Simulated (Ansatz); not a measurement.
# AlClH4O: two geometries relaxed

Aim: relax the geometries before and after the reaction (ligand exchange), and see whether they are two minima and how far apart in energy. Meant to form: Al1–Cl6, H7–O2; to break: Al1–O2, H7–Cl6. The start is a guess near the saddle point, from which both ends are pulled out.

All numbers below are computed with Ansatz 0.2.0 (RKS PBE0-D4/def2-SVP).

**1. The system as given**

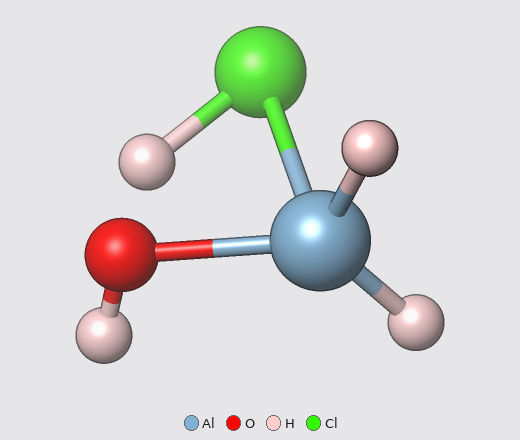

The starting structure, seen from a chosen angle (aluminium light blue, oxygen red, hydrogen pink, chlorine green).

Structure file:

```xyz
7

Al    0.0000    0.0000    0.0000
O     0.0000    0.0000    2.1300
H    -0.9095   -0.2814    2.4671
H     1.3510    0.0000   -0.7800
H    -1.3510    0.0000   -0.7800
Cl    0.1134    2.3983    0.7978
H     0.0597    1.2630    1.9417
```

**2. Pulling towards end A**

Springs on the bonds that form and break draw the guess towards this end; the thresholds are loose.

Contents of input.yaml:

```yaml
crystal:
  periodic: [false, false, false]
  atoms:
    - { symbol: Al, position_ang: [0.0, 0.0, 0.0] }
    - { symbol: O, position_ang: [0.0, 0.0, 2.13] }
    - { symbol: H, position_ang: [-0.9095, -0.2814, 2.4671] }
    - { symbol: H, position_ang: [1.351, 0.0, -0.78] }
    - { symbol: H, position_ang: [-1.351, 0.0, -0.78] }
    - { symbol: Cl, position_ang: [0.1134, 2.3983, 0.7978] }
    - { symbol: H, position_ang: [0.0597, 1.263, 1.9417] }
basis:
  gaussian: { orbitals: def2-SVP }
hamiltonian:
  xc: pbe0
  dispersion: d4
relax:
  f_tol: 0.15
  max_steps: 25
  restrain:
    - { distance: [0, 5], at: 3.43, k: 30.0 }
    - { distance: [6, 1], at: 2.21, k: 30.0 }
    - { distance: [0, 1], at: 1.78, k: 30.0 }
    - { distance: [6, 5], at: 1.37, k: 30.0 }
```

Run with:

```sh
$ ansatz run input.yaml --threads 1 --pin off --max-ram 2048MiB --backend cpu --events-out ev --progress --plain --runs-dir out
```

What it wrote, cut to the lines that bear on the results:

```text
Warning: RAYON_NUM_THREADS=1 ignored (pool sized by the plan → 1); use --threads N
[...]
Functional definition: PBE0
[...]
704 factors; integrals over basis functions are off by at most 3.2e-4 eV
[...]
mean field -21215.47746730 eV, -779.6544165560 hartree, gradient 1.4e-5 eV, S^2 0.000000; 0 other end points of the search recorded, 0 dependent functions left out
[...]
reference -21215.47749326 eV, -779.6544175100 hartree; 21, 21 occupied and 49, 49 virtual orbitals, 704 factors
relax step   1: F+E_penalty+E_count = -21215.57310595 eV  Δ(F+E_penalty+E_count) = +0.000e0 eV  max|allowed force component| = 2.127e0 eV/Å  E_restraint = 27.88783113 eV  max|allowed force component, restraints' pulls added| = 3.113e1 eV/Å  Δτ_max = 0.0000 Å  (24 SCF iters, accepted)
[...]
relax step   7: F+E_penalty+E_count = -21215.79678617 eV  Δ(F+E_penalty+E_count) = -7.280e-3 eV  max|allowed force component| = 9.760e-1 eV/Å  E_restraint = 0.02529544 eV  max|allowed force component, restraints' pulls added| = 2.186e-1 eV/Å  Δτ_max = 0.1024 Å  (25 SCF iters, accepted)
[...]
relax step   8: F+E_penalty+E_count = -21215.80823299 eV  Δ(F+E_penalty+E_count) = -1.145e-2 eV  max|allowed force component| = 9.615e-1 eV/Å  E_restraint = 0.02743482 eV  max|allowed force component, restraints' pulls added| = 4.018e-2 eV/Å  Δτ_max = 0.0745 Å  (22 SCF iters, accepted)
  distance Al 0 - Cl 5 = 3.4254 Å
  distance H 6 - O 1 = 2.2029 Å
  distance Al 0 - O 1 = 1.7574 Å
  distance H 6 - Cl 5 = 1.3347 Å
704 factors; integrals over basis functions are off by at most 7.9e-4 eV
[...]
mean field -21215.72179766 eV, -779.6633955311 hartree, gradient 2.8e-5 eV, S^2 0.000000; 1 other end points of the search recorded, 0 dependent functions left out
[...]
reference -21215.72182578 eV, -779.6633965647 hartree; 21, 21 occupied and 49, 49 virtual orbitals, 704 factors
Total energy: -21215.80826111 eV, -779.6665730046 hartree
Atom 0 at    -0.070257    -0.239180     0.009562 Å, force    -0.008587     0.146456     0.712196 eV/Å
Atom 1 at    -0.067397    -0.267549     1.766780 Å, force     0.019547     0.205503    -0.638086 eV/Å
Atom 2 at    -0.880497    -0.434598     2.251293 Å, force    -0.003539    -0.001731     0.009785 eV/Å
Atom 3 at     1.361650    -0.221537    -0.651948 Å, force    -0.015338     0.002500    -0.007872 eV/Å
Atom 4 at    -1.468080    -0.337930    -0.736068 Å, force     0.040182    -0.005680     0.005980 eV/Å
Atom 5 at     0.152814     2.975323     1.171716 Å, force     0.056186    -0.961542     0.565000 eV/Å
Atom 6 at     0.235369     1.905371     1.965265 Å, force    -0.088451     0.614495    -0.647002 eV/Å
Dipole moment:    -0.254609    -0.251085     0.156377 e Å
```

It took 21 s on 1 thread of Arm Neoverse V1, shared host; peak memory 0.14 GiB.

The steps of the relaxation:

```csv
step,energy from step 1 (eV),largest force component (eV/Å)
1,0.0000,2.1274
2,0.3685,2.0188
3,0.2498,1.5963
4,0.0092,1.4034
5,-0.1556,1.5152
6,-0.2164,0.9926
7,-0.2237,0.9760
8,-0.2351,0.9615
```

Step 1 is the start. Energies and forces in the table leave out the springs, which the log lists apart; the run stops on the force with the springs' pull added.

After: Bond lengths: Al1–O2 1.757 Å, O2–H3 0.961 Å, Al1–H4 1.577 Å, Al1–H5 1.587 Å, Cl6–H7 1.335 Å. Angles: Al1–O2–H3 120.4°, O2–Al1–H4 114.7°, O2–Al1–H5 118.0°, H4–Al1–H5 127.1°.

Pairs that crossed the distance rule for bonds on the way: came closer Cl6–H7; moved apart Al1–Cl6.

**3. Relaxing end A**

It starts where the restrained run ended.

Contents of input.yaml:

```yaml
crystal:
  periodic: [false, false, false]
  atoms:
    - { symbol: Al, position_ang: [-0.070257, -0.23918, 0.009562] }
    - { symbol: O, position_ang: [-0.067397, -0.267549, 1.76678] }
    - { symbol: H, position_ang: [-0.880497, -0.434598, 2.251293] }
    - { symbol: H, position_ang: [1.36165, -0.221537, -0.651948] }
    - { symbol: H, position_ang: [-1.46808, -0.33793, -0.736068] }
    - { symbol: Cl, position_ang: [0.152814, 2.975323, 1.171716] }
    - { symbol: H, position_ang: [0.235369, 1.905371, 1.965265] }
basis:
  gaussian: { orbitals: def2-SVP }
hamiltonian:
  xc: pbe0
  dispersion: d4
relax:
  f_tol: 0.03
  max_steps: 50
```

Run with:

```sh
$ ansatz run input.yaml --threads 1 --pin off --max-ram 2048MiB --backend cpu --events-out ev --progress --plain --runs-dir out
```

What it wrote, cut to the lines that bear on the results:

```text
Warning: RAYON_NUM_THREADS=1 ignored (pool sized by the plan → 1); use --threads N
[...]
[... 1 set-up line as earlier in the session ...]
[...]
698 factors; integrals over basis functions are off by at most 6.0e-4 eV
[...]
mean field -21215.72179783 eV, -779.6633955377 hartree, gradient 1.5e-5 eV, S^2 0.000000; 0 other end points of the search recorded, 0 dependent functions left out
[...]
reference -21215.72182582 eV, -779.6633965662 hartree; 21, 21 occupied and 49, 49 virtual orbitals, 698 factors
relax step   1: F+E_penalty+E_count = -21215.80823316 eV  Δ(F+E_penalty+E_count) = +0.000e0 eV  max|allowed force component| = 9.615e-1 eV/Å  Δτ_max = 0.0000 Å  (23 SCF iters, accepted)
[...]
relax step   5: F+E_penalty+E_count = -21216.07684367 eV  Δ(F+E_penalty+E_count) = -4.292e-2 eV  max|allowed force component| = 5.812e-1 eV/Å  Δτ_max = 0.0738 Å  (25 SCF iters, accepted)
[...]
mean field -21217.00231653 eV, -779.7104537317 hartree, gradient 1.6e-5 eV, S^2 0.000000; 1 other end points of the search recorded, 0 dependent functions left out
[...]
reference -21217.00234301 eV, -779.7104547050 hartree; 21, 21 occupied and 49, 49 virtual orbitals, 700 factors
Total energy: -21217.09754268 eV, -779.7139532281 hartree
Atom 0 at     0.041843     0.462060    -0.045449 Å, force     0.017960     0.018997    -0.016243 eV/Å
Atom 1 at    -0.045629     0.037318     1.918143 Å, force    -0.008455    -0.007653    -0.024868 eV/Å
Atom 2 at    -0.873172    -0.369598     2.210093 Å, force    -0.003268    -0.002512     0.010318 eV/Å
Atom 3 at     1.402488    -0.167688    -0.552633 Å, force     0.003061    -0.005601     0.004178 eV/Å
Atom 4 at    -1.386226    -0.079911    -0.492513 Å, force    -0.008200    -0.008382     0.014788 eV/Å
Atom 5 at     0.122353     2.581110     0.405641 Å, force    -0.001029    -0.004155     0.005675 eV/Å
Atom 6 at     0.001945     0.916609     2.333317 Å, force    -0.000069     0.009306     0.006152 eV/Å
Dipole moment:    -0.304379    -0.384630     0.800524 e Å
```

It took 45 s on 1 thread of Arm Neoverse V1, shared host; peak memory 0.14 GiB.

Relaxation path:

```csv
step,energy from step 1 (eV),largest force component (eV/Å)
1,0.0000,0.9615
2,-0.1102,0.2337
3,-0.1692,0.5414
4,-0.2257,0.7049
5,-0.2686,0.5812
6,-0.4075,1.0549
7,-0.5859,1.5209
8,-0.7474,5.5460
9,-1.0831,1.2207
10,-1.1404,0.9124
11,-1.2494,0.4066
12,-1.2596,0.8278
13,-1.2849,0.1648
14,-1.2871,0.0514
15,-1.2885,0.0296
16,-1.2891,0.1085
17,-1.2891,0.0545
18,-1.2893,0.0249
```

Step 1 is the start.

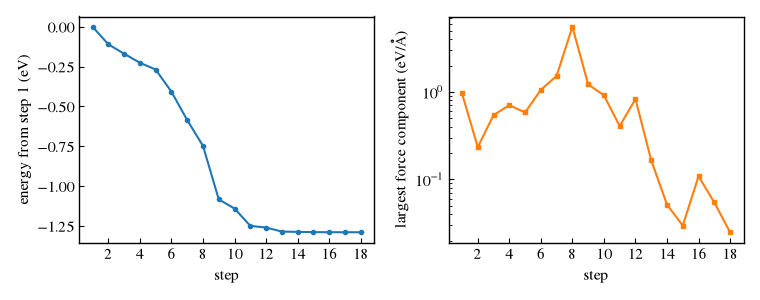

How energy and force went from step to step.

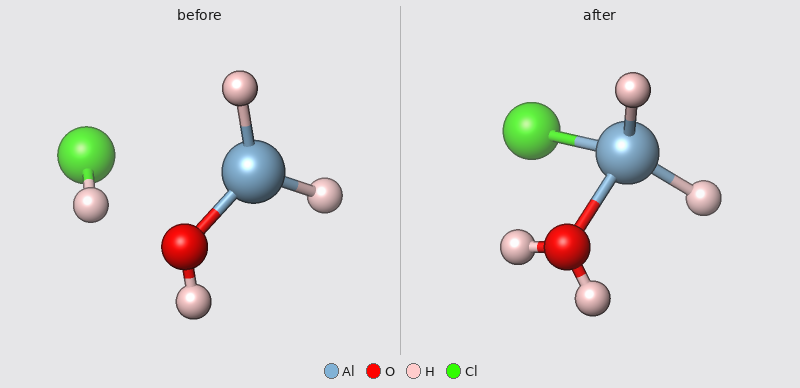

The structure before (left) and after (right), drawn at the same scale.

After: Bond lengths: Al1–O2 2.011 Å, O2–H3 0.967 Å, Al1–H4 1.583 Å, Al1–H5 1.592 Å, Al1–Cl6 2.168 Å, O2–H7 0.974 Å. Angles: Al1–O2–H3 114.9°, Al1–O2–H7 102.9°, H3–O2–H7 107.0°, O2–Al1–H4 105.4°, O2–Al1–H5 99.4°, O2–Al1–Cl6 90.3°, H4–Al1–H5 123.1°, H4–Al1–Cl6 115.1°, H5–Al1–Cl6 115.1°.

Pairs that crossed the distance rule for bonds on the way: came closer Al1–Cl6, O2–H7; moved apart Cl6–H7.

(Part 1 of 2 ends here.)
